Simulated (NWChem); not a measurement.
# HF/cc-pVQZ run of PN (phosphorus nitride)

What is the vertical ionisation energy of PN (phosphorus nitride) at HF/cc-pVQZ? 

Program for the calculation: NWChem 7.3.0.

1 further run of the same task is left out (set aside as unsound or not needed).

### Step 1. The molecule

The species is PN (2 atoms), meant as a singlet with charge 0. SMILES: `N#P`. The bond length is the measured one.

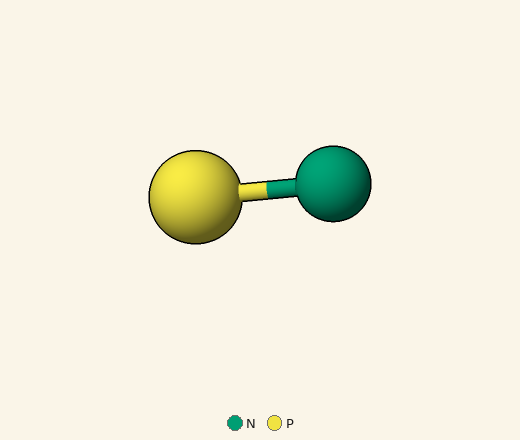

The structure, seen from a chosen angle (nitrogen teal, phosphorus yellow).

### Step 2. A single-point energy at HF/cc-pVQZ

File nw.nw:

```
start nw
title "NP hf"
memory 2200 mb
geometry units angstroms noautosym nocenter noautoz
  N     0.000000    0.000000    0.000000
  P     0.000000    0.000000    1.490866
end
basis spherical bse
  * library cc-pVQZ
end
scf
  thresh 1e-08
  maxiter 80
  print low
end
task scf energy
```

Run with:

```bash
nwchem nw.nw > nw.out
```

What it wrote:

```text
Northwest Computational Chemistry Package (NWChem) 7.3.0
             --------------------------------------------------------

           Job information
           ---------------

    nwchem branch   = 7.3.0
    use scalapack   = T
    input           = nw.nw
    prefix          = nw.
    data base       = ./nw.db
    status          = startup
    nproc           =        1

           Memory information
           ------------------

    heap     =     72089598 doubles =      550.0 Mbytes
    stack    =     72089595 doubles =      550.0 Mbytes
    global   =    144179200 doubles =     1100.0 Mbytes (distinct from heap & stack)
    total    =    288358393 doubles =     2200.0 Mbytes
    verify   = yes
    hardfail = no

           Directory information
           ---------------------

  0 permanent = .
  0 scratch   = .

                                NWChem Input Module
                                -------------------

                                       NP hf
                                       -----

 Scaling coordinates for geometry "geometry" by  1.889725989
 (inverse scale =  0.529177249)

                             Geometry "geometry" -> ""
                             -------------------------

 Output coordinates in angstroms (scale by  1.889725989 to convert to a.u.)

  No.       Tag          Charge          X              Y              Z
 ---- ---------------- ---------- -------------- -------------- --------------
    1 N                    7.0000     0.00000000     0.00000000     0.00000000
    2 P                   15.0000     0.00000000     0.00000000     1.49086600

      Atomic Mass
      -----------

      N                 14.003070
      P                 30.973760

 Effective nuclear repulsion energy (a.u.)      37.2693529432

            Nuclear Dipole moment (a.u.)
            ----------------------------
        X                 Y               Z
 ---------------- ---------------- ----------------
     0.0000000000     0.0000000000    42.2599233854

            XYZ format geometry
            -------------------
     2
 geometry
 N                     0.00000000     0.00000000     0.00000000
 P                     0.00000000     0.00000000     1.49086600

 ==============================================================================
                                internuclear distances
 ------------------------------------------------------------------------------
       center one      |      center two      | atomic units |  angstroms
 ------------------------------------------------------------------------------
    2 P                |   1 N                |     2.81733  |     1.49087
 ------------------------------------------------------------------------------
                         number of included internuclear distances:          1
 ==============================================================================

 Summary of "ao basis" -> "" (spherical)
 ------------------------------------------------------------------------------
       Tag                 Description            Shells   Functions and Types
 ---------------- ------------------------------  ------  ---------------------
 *                          cc-pVQZ                   on all atoms

                      Basis "ao basis" -> "ao basis" (spherical)
                      -----
  [basis functions not shown]

 Summary of "ao basis" -> "ao basis" (spherical)
 ------------------------------------------------------------------------------
       Tag                 Description            Shells   Functions and Types
 ---------------- ------------------------------  ------  ---------------------
 N                          cc-pVQZ                 15       55   5s4p3d2f1g
 P                          cc-pVQZ                 17       59   6s5p3d2f1g

                                 NWChem SCF Module
                                 -----------------

                                       NP hf

  ao basis        = "ao basis"
  functions       =   114
  atoms           =     2
  closed shells   =    11
  open shells     =     0
  charge          =   0.00
  wavefunction    = RHF
  input vectors   = atomic
  output vectors  = ./nw.movecs
  use symmetry    = F
  symmetry adapt  = F

 Forming initial guess at       0.2s

 Starting SCF solution at       2.3s

       Final RHF  results
       ------------------

         Total SCF energy =   -395.184566309823
      One-electron energy =   -619.686083506484
      Two-electron energy =    187.232164253494
 Nuclear repulsion energy =     37.269352943167

        Time for solution =     99.0s

 Task  times  cpu:      101.2s     wall:      101.2s
 Total times  cpu:      101.3s     wall:      101.3s
```

It took 1.7 min on 1 thread of Intel Xeon Platinum 8259CL at 2.50GHz (Skylake/Cascade Lake), shared host; peak memory 0.12 GiB.

### Step 3. The doublet cation, same level

File np.nw:

```
start np
memory stack 880 mb heap 220 mb global 1100 mb
charge 1

geometry units angstrom noautosym nocenter noautoz
  N     0.000000    0.000000    0.000000
  P     0.000000    0.000000    1.490866
end

basis spherical bse
  * library cc-pVQZ
end

scf
  doublet
  uhf
  thresh 1e-08
  maxiter 80
  noprint "final vectors analysis"
end

task scf
```

Run with:

```bash
nwchem np.nw > np.out
```

What it wrote:

```text
[...]
  functions       =   114
[...]
  wavefunction    = UHF
[...]
         Total SCF energy =   -394.814027440341
      One electron energy =   -612.075035187259
      Two electron energy =    179.991654803751
 Nuclear repulsion energy =     37.269352943167
                       Sz =      0.5000
                 Sz(Sz+1) =      0.7500
                      S^2 =      1.4730
[...]
```

It took 4.9 min on 1 thread of Intel Xeon Platinum 8259CL at 2.50GHz (Skylake/Cascade Lake), shared host; peak memory 0.12 GiB.

### Step 4. Outcome

Level: HF/cc-pVQZ.

| quantity | value |
| --- | --- |
| singlet PN: total energy | -395.18457 Eh |
| doublet cation: total energy | -394.81403 Eh |
| doublet cation: ⟨S²⟩ | 1.473 |
| vertical ionisation energy (to the doublet cation) | 10.083 eV |

The vertical ionisation energy comes to 10.08 eV (233 kcal/mol). ⟨S²⟩ (doublet cation) is 1.47 where a pure doublet has 0.75: the reference is spin-contaminated.
